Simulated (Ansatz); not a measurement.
# What PbO2 (PbO2, Fm-3m) distorts into, part 2 of 3

Aim: this structure of PbO2 (PbO2, Fm-3m) is to be tested for unstable modes, and one is followed downhill.

Ansatz 0.2.0; DFT PBEsol, scalar-relativistic, plane waves, PAW; PAW set soft_1.

So far, highest frequency on the path or at a solved wavevector (cm⁻¹): step 2 (phonons on a q mesh) 539. Also lowest frequency on the path (cm⁻¹): step 2 -229.

The database entry behind the starting cell lists a pressure of 16.0 GPa, so it need not match the best structure at ambient conditions.

## Step 4: The mode frozen in, largest atomic shift 0.22 Å

The atoms are moved along the unstable eigenvector, the largest shift by 0.22 Å, with the cell fixed.

File input.yaml:

```yaml
crystal:
  lattice:
    - [0.0, 0.0, -5.3289090196]
    - [5.3289090196, 0.0, 0.0]
    - [2.6644545098, -5.3289090196, -2.6644545098]
  atoms:
    - { symbol: Pb, position: [0.5, 0.5, 0.0] }
    - { symbol: Pb, position: [0.0, 0.0, 0.0] }
    - { symbol: Pb, position: [0.25, 0.75, 0.5] }
    - { symbol: Pb, position: [0.75, 0.25, 0.5] }
    - { symbol: O, position: [0.625, 0.5837157523, 0.25] }
    - { symbol: O, position: [0.125, 0.1662842477, 0.25] }
    - { symbol: O, position: [0.3337157523, 0.875, 0.75] }
    - { symbol: O, position: [0.9162842477, 0.375, 0.75] }
    - { symbol: O, position: [0.4162842477, 0.375, 0.75] }
    - { symbol: O, position: [0.8337157523, 0.875, 0.75] }
    - { symbol: O, position: [0.125, 0.6662842477, 0.25] }
    - { symbol: O, position: [0.625, 0.0837157523, 0.25] }
kpoints:
  mp_grid: { grid: [8, 8, 8] }
hamiltonian:
  xc: pbesol
  pseudopotentials: { kind: paw, azcp: { folder: soft_1 }, xc_functional: pbe }
scf:
  occupations: { method: methfessel_paxton, width: 0.2 }
output:
  forces: true
  stress: true
  eigenvalues: true
```

Run with:

```bash
$ ansatz run input.yaml --threads 4 --pin off --max-ram 10240MiB --backend cpu --events-out ev --progress --plain --runs-dir out
```

Numbers of over 12 decimals in the logs are rounded to 6 here.

Log:

```text
[...]
Crystal: 12 atoms, lattice volume = 151.326 Å³
Basis set: ecut = 420 eV, 2953 PW (Γ), exchange–correlation on 72×72×90 points (8 copies of the dense FFT grid, shifted against one another)
Bands: 64, of which v1, the nominal top of the filled ones, is band 52 counted from 1 (51 counted from 0)
Symmetry: 16 space group operations
[...]
k-points: 59 of 512
[...]
k-point 0: bands = [... 48 lower, 9.7455, 9.8439, 10.1454, 10.1454, 10.2141, 12.6341, 12.9907, 13.1259, ... 8 higher]
  k-point 1: bands = [... 48 lower, 9.7341, 9.8500, 10.1134, 10.1134, 10.2788, 12.6041, 12.9300, 13.0269, ... 8 higher]
  k-point 2: bands = [... 48 lower, 9.8524, 9.8668, 10.0236, 10.0236, 10.6273, 12.5247, 12.7343, 12.7925, ... 8 higher]
  k-point 58: bands = [... 48 lower, 9.2731, 9.2731, 9.2731, 9.2731, 13.0099, 13.0099, 13.0099, 13.0099, ... 8 higher]
[key lines of the parts left out:]
SCF converged after 9 iterations
Free energy (F): -51504.638748 eV
Fermi energy:    10.218322 eV
P = ⅓ Tr σ = 2.0228 GPa (20.228 kbar)
```

Elapsed: 13 s, on 4 threads of Arm Neoverse V1, shared host; peak memory 0.75 GiB.

Numbers from this step:

* pressure: 2.023 GPa
* energy from the undistorted cell: -16.79 meV/atom

The energy, extrapolated to zero smearing, is -16.79 meV/atom against the undistorted cell.

The run ends at a pressure of 2.02 GPa, with forces up to 0.029 eV/Å.

## Step 5: Energy along the mode, all amplitudes (two of the runs are shown above)

An imaginary frequency means negative curvature, so the energy should fall and then rise again as anharmonic terms take over.

Numbers from this step:

* depth at the lowest point sampled: 16.79 meV/atom
* largest atomic shift at that point: 0.22 Å

The energy from the parent by largest atomic shift:

| largest atomic shift (Å) | energy from the parent (meV/atom) |
| --- | --- |
| 0.000 | 0 |
| 0.040 | -1.16 |
| 0.080 | -4.37 |
| 0.140 | -11.0 |
| 0.220 | -16.8 |
| 0.320 | -7.67 |
| 0.450 | 47.4 |

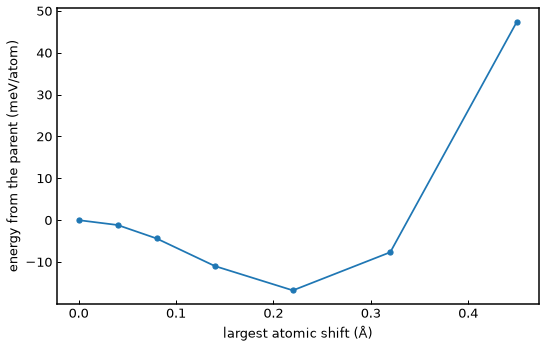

Energy from the parent, plotted against largest atomic shift.

Displacement at unit largest shift by atom:

| atom | x (Å) | y (Å) | z (Å) | size |
| --- | --- | --- | --- | --- |
| Pb1 | 0.00 | 0.00 | 0.00 | 0.00 |
| Pb2 | 0.00 | 0.00 | 0.00 | 0.00 |
| Pb3 | 0.00 | 0.00 | 0.00 | 0.00 |
| Pb4 | 0.00 | 0.00 | 0.00 | 0.00 |
| O5 | -1.00 | 0.00 | 0.00 | 1.00 |
| O6 | 1.00 | 0.00 | 0.00 | 1.00 |
| O7 | 0.00 | 0.00 | 1.00 | 1.00 |
| O8 | 0.00 | 0.00 | -1.00 | 1.00 |
| O9 | 0.00 | 0.00 | -1.00 | 1.00 |
| O10 | 0.00 | 0.00 | 1.00 | 1.00 |
| O11 | 1.00 | 0.00 | 0.00 | 1.00 |
| O12 | -1.00 | 0.00 | 0.00 | 1.00 |

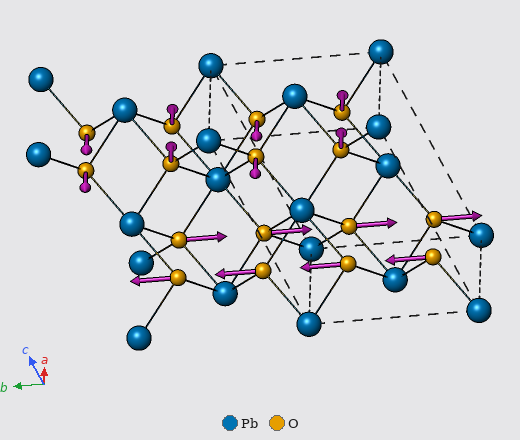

Displacement at unit largest shift as arrows, the longest 1 Å. 1×2×1 cells are drawn. Some periodic images of atoms are drawn too.

The lowest of the steps tried is at 0.22 Å, 16.8 meV/atom below the parent; the bottom of the well need not coincide with a step.

## Step 6: Relaxing from the distorted cell

Starting from the lowest point found, all atoms and the cell are let go, so that strain and other modes of the same symmetry can join in.

Changes to input.yaml since step 4:

```diff
@@ -29 +29,6 @@
   eigenvalues: true
+relax:
+  adjacent_minimum: "off"
+  f_tol: 0.002
+  max_steps: 120
+  cell: { stress_tol: 0.03 }
```

Log:

```text
[...]
Crystal: 12 atoms, lattice volume = 151.326 Å³
Basis set: ecut = 420 eV, 2953 PW (Γ), exchange–correlation on 72×72×90 points (8 copies of the dense FFT grid, shifted against one another)
Bands: 64, of which v1, the nominal top of the filled ones, is band 52 counted from 1 (51 counted from 0)
Symmetry: 16 space group operations
[...]
k-points: 59 of 512
[...]
SCF iter   1: F=—  HF=-51506.107365 eV  |F-HF|=—  |Δ(HF+E_count)|=         —  Δρ=6.97e-2  dr2=6.14e0  ethr=3.10e-3  ⟨swp⟩=7.1  Hψ=17037  notcnv=0  defer=29
[...]
SCF iter   9: F=-51504.638748 eV  HF=-51504.638748 eV  |F-HF|=3.13e-10  |Δ(HF+E_count)|=   5.71e-8  S|Δr|=    0.00e0  Δρ=2.51e-6  dr2=7.71e-9  ethr=9.62e-11  ⟨swp⟩=13.8  Hψ=21955  notcnv=0
SCF 1 converged in 9 iterations: F = -51504.638748 eV  dr2 = 7.71e-9
[...]
relax step   1: F+E_penalty+E_count = -51504.63874760 eV  Δ(F+E_penalty+E_count) = +0.000e0 eV  max|allowed force component| = 2.918e-2 eV/Å  Δτ_max = 0.0000 Å  P = +2.023 GPa  Ω = 151.326 Å³  (9 SCF iters, dr2 threshold 1.00e-7 eV, accepted)
Crystal: 12 atoms, lattice volume = 154.132 Å³
Basis set: ecut = 420 eV, 3001 PW (Γ), exchange–correlation on 72×72×90 points (8 copies of the dense FFT grid, shifted against one another)
[...]
SCF iter   5: F=-51504.636116 eV  HF=-51504.636116 eV  |F-HF|=2.58e-8  |Δ(HF+E_count)|=   2.68e-7  S|Δr|=    0.00e0  Δρ=1.19e-5  dr2=1.67e-7  ethr=1.15e-9  ⟨swp⟩=9.4  Hψ=19379  notcnv=0
SCF 2 converged in 5 iterations: F = -51504.636116 eV  dr2 = 1.67e-7
[...]
relax step   2: F+E_penalty+E_count = -51504.63611588 eV  Δ(F+E_penalty+E_count) = +2.632e-3 eV  max|allowed force component| = 7.463e-2 eV/Å  Δτ_max = 0.0094 Å  P = -0.632 GPa  Ω = 154.132 Å³  energy of the carried Pulay correction = -7.163e-3 eV  (5 SCF iters, dr2 threshold 1.20e-6 eV, accepted)
Crystal: 12 atoms, lattice volume = 153.568 Å³
Basis set: ecut = 420 eV, 2969 PW (Γ), exchange–correlation on 72×72×90 points (8 copies of the dense FFT grid, shifted against one another)
[...]
SCF iter   4: F=-51504.654448 eV  HF=-51504.654448 eV  |F-HF|=5.92e-7  |Δ(HF+E_count)|=   2.21e-5  S|Δr|=    0.00e0  Δρ=3.37e-5  dr2=1.15e-6  ethr=1.15e-9  ⟨swp⟩=8.1  Hψ=22377  notcnv=0
SCF 3 converged in 4 iterations: F = -51504.654448 eV  dr2 = 1.15e-6
relax step   3: F+E_penalty+E_count = -51504.65444771 eV  Δ(F+E_penalty+E_count) = -1.833e-2 eV  max|allowed force component| = 4.786e-2 eV/Å  Δτ_max = 0.0006 Å  P = -0.117 GPa  Ω = 153.568 Å³  energy of the carried Pulay correction = -5.734e-3 eV  (4 SCF iters, dr2 threshold 1.20e-6 eV, accepted)
[...]
relax step   4: F+E_penalty+E_count = -51504.65720945 eV  Δ(F+E_penalty+E_count) = -2.762e-3 eV  max|allowed force component| = 5.750e-3 eV/Å  Δτ_max = 0.0204 Å  P = +0.086 GPa  Ω = 153.803 Å³  energy of the carried Pulay correction = -6.329e-3 eV  (6 SCF iters, dr2 threshold 1.43e-7 eV, accepted)
[...]
relax step   5: F+E_penalty+E_count = -51504.65705292 eV  Δ(F+E_penalty+E_count) = +1.565e-4 eV  max|allowed force component| = 8.773e-4 eV/Å  Δτ_max = 0.0020 Å  P = -0.074 GPa  Ω = 153.911 Å³  energy of the carried Pulay correction = -6.604e-3 eV  (5 SCF iters, dr2 threshold 1.36e-7 eV, accepted)
[...]
relax step   6: F+E_penalty+E_count = -51504.65726538 eV  Δ(F+E_penalty+E_count) = -2.125e-4 eV  max|allowed force component| = 1.936e-4 eV/Å  Δτ_max = 0.0002 Å  P = +0.001 GPa  Ω = 153.834 Å³  energy of the carried Pulay correction = -6.409e-3 eV  (4 SCF iters, dr2 threshold 2.15e-8 eV, accepted)
[...]
relax step   7: F+E_penalty+E_count = -51504.66455192 eV  Δ(F+E_penalty+E_count) = -7.287e-3 eV  max|allowed force component| = 2.481e-4 eV/Å  Δτ_max = 0.0000 Å  P = +0.082 GPa  Ω = 153.834 Å³  stress off target by 9.77e-2 GPa  SCF on the basis re-selected at this cell (its energy is not comparable with the rows above)  (7 SCF iters)
[...]
relax step   8: F+E_penalty+E_count = -51504.66433748 eV  Δ(F+E_penalty+E_count) = +2.144e-4 eV  max|allowed force component| = 1.384e-4 eV/Å  Δτ_max = 0.0007 Å  P = +0.002 GPa  Ω = 153.931 Å³  energy of the carried Pulay correction = -2.449e-4 eV  (4 SCF iters, dr2 threshold 2.39e-8 eV, accepted)
[...]
SCF iter   4: F=-51504.664586 eV  HF=-51504.664586 eV  |F-HF|=7.28e-12  |Δ(HF+E_count)|=  2.18e-11  S|Δr|=    0.00e0  Δρ=6.36e-8  dr2=4.14e-12  ethr=1.00e-12  ⟨swp⟩=9.4  Hψ=18877  notcnv=0
SCF 9 converged in 4 iterations: F = -51504.664586 eV  dr2 = 4.14e-12
relax step   9: F+E_penalty+E_count = -51504.66458617 eV  Δ(F+E_penalty+E_count) = -2.487e-4 eV  max|allowed force component| = 1.528e-4 eV/Å  Δτ_max = 0.0000 Å  P = +0.003 GPa  Ω = 153.931 Å³  stress off target by 3.58e-3 GPa  SCF on the basis re-selected at this cell (its energy is not comparable with the rows above)  (4 SCF iters)
[...]
SCF converged after 4 iterations
[...]
Free energy (F): -51504.664586 eV
[...]
Internal energy: -51504.679125 eV  (E = F + TS)
E sigma→0 (E₀):  -51504.668221 eV
Entropy (-TS):   0.014539 eV (1.212 meV/atom)
Fermi energy:    9.897526 eV
[...]
--- Forces (eV/Å), atoms counted from 1 ---
  atom   1  Pb     0.00000000    -0.00000000     0.00000000
  atom   2  Pb     0.00000000    -0.00000000     0.00000000
  atom   3  Pb     0.00000000    -0.00000000     0.00000000
  atom   4  Pb     0.00000000     0.00000000     0.00000000
  atom   5  O     -0.00015284    -0.00000000     0.00000000
  atom   6  O      0.00015284     0.00000000     0.00000000
  atom   7  O     -0.00000000    -0.00000000     0.00015284
  atom   8  O     -0.00000000     0.00000000    -0.00015284
  atom   9  O     -0.00000000    -0.00000000    -0.00015284
  atom  10  O     -0.00000000     0.00000000     0.00015284
  atom  11  O      0.00015284    -0.00000000     0.00000000
  atom  12  O     -0.00015284     0.00000000    -0.00000000
  max |Σ_I F_I| component: 3.73e-17 eV/Å
--- Stress (GPa, compression-positive) ---
        0.003582       0.000000       0.000000
        0.000000       0.001720       0.000000
        0.000000       0.000000       0.003582
  P = ⅓ Tr σ = 0.0030 GPa (0.030 kbar)
--- Band table (eV; the first three rows and the last of 59) ---
  k-point 0: bands = [... 48 lower, 9.4487, 9.5221, 9.8234, 9.8234, 9.8590, 12.2486, 12.7081, 12.8592, ... 8 higher]
  k-point 1: bands = [... 48 lower, 9.4168, 9.5251, 9.7923, 9.7923, 9.9478, 12.2359, 12.6384, 12.7620, ... 8 higher]
  k-point 2: bands = [... 48 lower, 9.4781, 9.5328, 9.7056, 9.7056, 10.3218, 12.1955, 12.4208, 12.5309, ... 8 higher]
  k-point 58: bands = [... 48 lower, 9.0053, 9.0053, 9.0053, 9.0053, 12.6303, 12.6303, 12.6303, 12.6303, ... 8 higher]
--- Relaxed structure (7 steps of the walk, 7 accepted, 2 SCFs on fresh bases) ---
  F+E_penalty+E_count = -51504.66458617 eV   max|allowed force component| = 1.528e-4 eV/Å   (the final SCF, on the basis selected at the relaxed cell)
  cell:  # Å, volume = 153.9314 Å³
    - [0.0, 0.0, -5.377687]
    - [5.377687, 0.0, 0.0]
    - [2.688844, -5.322751, -2.688844]
  atoms:
    - { symbol: Pb, position: [0.5, 0.5, 0] }
    - { symbol: Pb, position: [0, 0, 0] }
    - { symbol: Pb, position: [0.25, 0.75, 0.5] }
    - { symbol: Pb, position: [0.75, 0.25, 0.5] }
    - { symbol: O, position: [0.625, 0.578288, 0.25] }
    - { symbol: O, position: [0.125, 0.171712, 0.25] }
    - { symbol: O, position: [0.328288, 0.875, 0.75] }
    - { symbol: O, position: [0.921712, 0.375000, 0.75] }
    - { symbol: O, position: [0.421712, 0.375000, 0.75] }
    - { symbol: O, position: [0.828288, 0.875, 0.75] }
    - { symbol: O, position: [0.125, 0.671712, 0.25] }
    - { symbol: O, position: [0.625, 0.078288, 0.25] }
```

Elapsed: 1.9 min, on 4 threads; peak memory 0.8 GiB.

The steps of the relaxation:

| step | energy less that of the first step (eV) | largest force component (eV/Å) | pressure (GPa) | volume (Å³) |
| --- | --- | --- | --- | --- |
| 1 | 0.0000 | 0.0292 | 2.02 | 151.33 |
| 2 | 0.0026 | 0.0746 | -0.63 | 154.13 |
| 3 | -0.0157 | 0.0479 | -0.12 | 153.57 |
| 4 | -0.0185 | 0.0057 | 0.09 | 153.80 |
| 5 | -0.0183 | 0.0009 | -0.07 | 153.91 |
| 6 | -0.0185 | 0.0002 | 0.00 | 153.83 |
| 7* | -0.0258 | 0.0002 | 0.08 | 153.83 |
| 8 | -0.0256 | 0.0001 | 0.00 | 153.93 |
| 9* | -0.0258 | 0.0002 | 0.00 | 153.93 |

Relaxation steps marked * repeat the geometry before them on a plane-wave basis chosen anew for their cell, so energy and pressure can jump there.

Forces are held to the 16 operations that the run works with; a distortion that breaks them can't arise in this run.

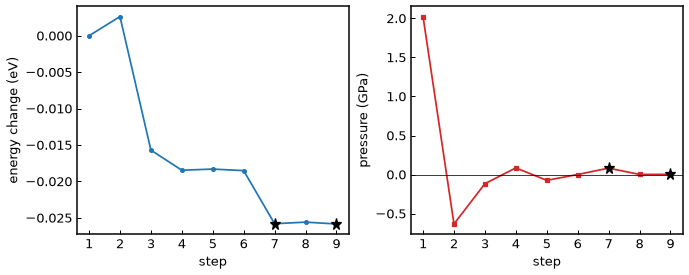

Energy and pressure along the relaxation. Stars mark steps on a basis chosen anew.

| conventional cell, symmetrised | before | after | change |
| --- | --- | --- | --- |
| a (Å) | 5.329 | 5.378 | +0.9 % |
| b (Å) | 5.329 | 5.378 | +0.9 % |
| c (Å) | 10.658 | 10.646 | -0.1 % |
| volume (Å³/atom) | 12.61 | 12.83 | +1.7 % |

The atoms that moved most (Å, as changes of fractional coordinates times the final cell):

| atom | dx | dy | dz | length |
| --- | --- | --- | --- | --- |
| O12 | -0.029 | 0.000 | 0.000 | 0.029 |
| O5 | -0.029 | 0.000 | 0.000 | 0.029 |
| O6 | 0.029 | 0.000 | 0.000 | 0.029 |
| O11 | 0.029 | 0.000 | 0.000 | 0.029 |
| O7 | 0.000 | 0.000 | 0.029 | 0.029 |
| O9 | 0.000 | 0.000 | -0.029 | 0.029 |
| O10 | 0.000 | 0.000 | 0.029 | 0.029 |
| O8 | 0.000 | 0.000 | -0.029 | 0.029 |

This step gave:

```
pressure        : 0.002962 GPa
volume per atom : 12.83 Å³
```

The distorted start has space group I4_1/acd; the relaxation ends in I4_1/acd.

## Step 7: The new phase in its own primitive cell

The relaxed structure is symmetrised, reduced to its primitive cell and relaxed tightly, as its phonons need.

File input.yaml:

```yaml
crystal:
  lattice:
    - [-2.6888437012, 2.6888437012, 5.3227512106]
    - [2.6888437012, -2.6888437012, 5.3227512106]
    - [2.6888437012, 2.6888437012, -5.3227512106]
  atoms:
    - { symbol: Pb, position: [0.0, 0.5, 0.5] }
    - { symbol: Pb, position: [0.5, 0.0, 0.5] }
    - { symbol: Pb, position: [0.75, 0.75, 0.0] }
    - { symbol: Pb, position: [0.25, 0.25, 0.0] }
    - { symbol: O, position: [0.3282876509, 0.875, 0.9532876509] }
    - { symbol: O, position: [0.9217123491, 0.375, 0.0467123491] }
    - { symbol: O, position: [0.125, 0.0782876509, 0.4532876509] }
    - { symbol: O, position: [0.625, 0.6717123491, 0.5467123491] }
    - { symbol: O, position: [0.625, 0.1717123491, 0.0467123491] }
    - { symbol: O, position: [0.125, 0.5782876509, 0.9532876509] }
    - { symbol: O, position: [0.4217123491, 0.375, 0.5467123491] }
    - { symbol: O, position: [0.8282876509, 0.875, 0.4532876509] }
kpoints:
  mp_grid: { grid: [10, 10, 10] }
hamiltonian:
  xc: pbesol
  pseudopotentials: { kind: paw, azcp: { folder: soft_1 }, xc_functional: pbe }
scf:
  occupations: { method: methfessel_paxton, width: 0.2 }
output:
  forces: true
  stress: true
  eigenvalues: true
relax:
  adjacent_minimum: "off"
  f_tol: 0.001
  max_steps: 60
  cell: { stress_tol: 0.01 }
```

Log:

```text
[...]
Crystal: 12 atoms, lattice volume = 153.931 Å³
Basis set: ecut = 420 eV, 2969 PW (Γ), exchange–correlation on 90×90×90 points (8 copies of the dense FFT grid, shifted against one another)
Bands: 64, of which v1, the nominal top of the filled ones, is band 52 counted from 1 (51 counted from 0)
Symmetry: 16 space group operations
[...]
k-points: 102 of 1000
[...]
- { symbol: O, position: [0.328288, 0.875, 0.953288] }
    - { symbol: O, position: [0.921712, 0.375000, 0.046712] }
    - { symbol: O, position: [0.125, 0.078288, 0.453288] }
    - { symbol: O, position: [0.625, 0.671712, 0.5467123491] }
    - { symbol: O, position: [0.625, 0.171712, 0.046712] }
    - { symbol: O, position: [0.125000, 0.578288, 0.953288] }
    - { symbol: O, position: [0.421712, 0.375000, 0.5467123491] }
    - { symbol: O, position: [0.828288, 0.875000, 0.453288] }
[key lines of the parts left out:]
SCF converged after 5 iterations
Free energy (F): -51504.664258 eV
Fermi energy:    9.900600 eV
P = ⅓ Tr σ = -0.0039 GPa (-0.039 kbar)
```

It took 50 s on 4 threads; peak memory 1 GiB.

Little changed from the start: no atom moved by 0.005 Å and no cell edge by 0.1 %.

This step gave:

* pressure: -0.003936 GPa

The largest force component left is 0.85 meV/Å and the pressure is -0.004 GPa, within the tolerances set. The cell now holds 12.83 Å³/atom.

(Part 2 of 3 ends here.)

[Logs are printed without paths, hosts, clocks, repeated set-up lines and the standing remarks that a program may print on its own settings, such as how far it seeks lower states.]

[Hosts, paths, dates, database ids (printed as entryN), source tags and the programs' standing remarks are cut or masked in the printed files.]
